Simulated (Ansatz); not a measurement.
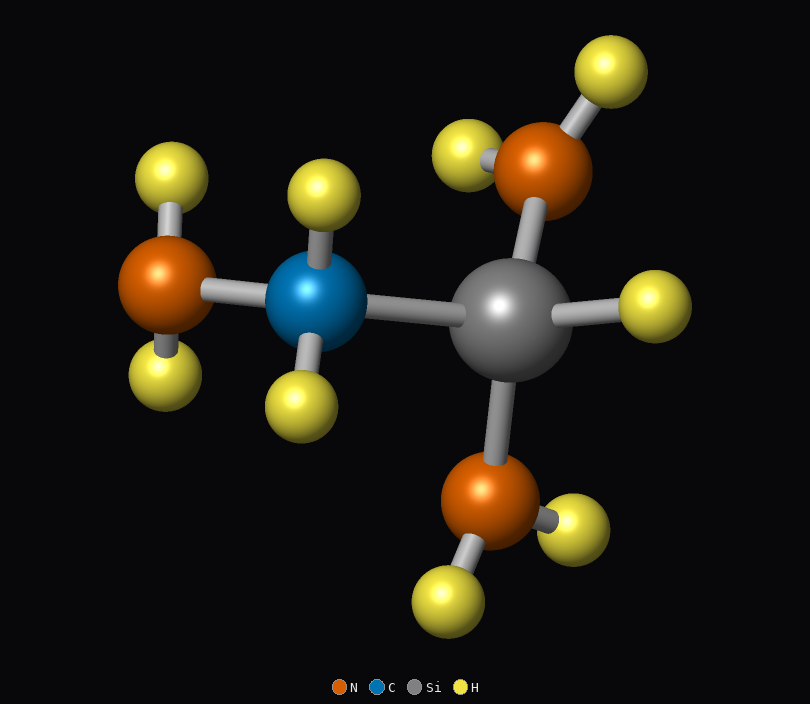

The picture comes from a calculation with Ansatz.

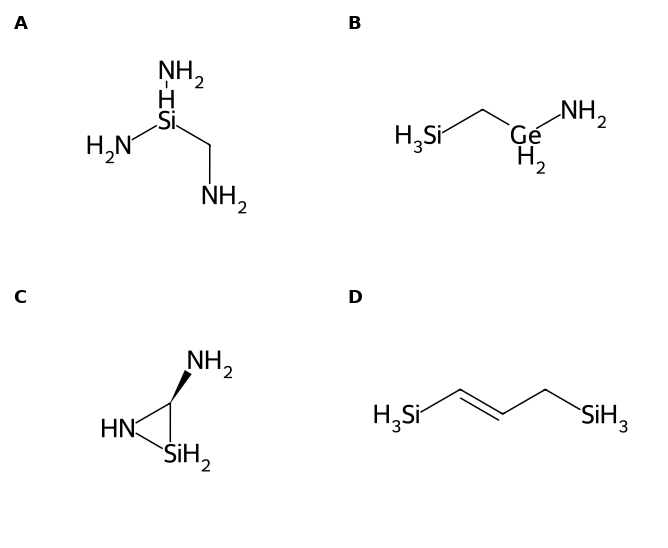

Which structural formula matches the 3D model?

A, `NC[SiH](N)N`.
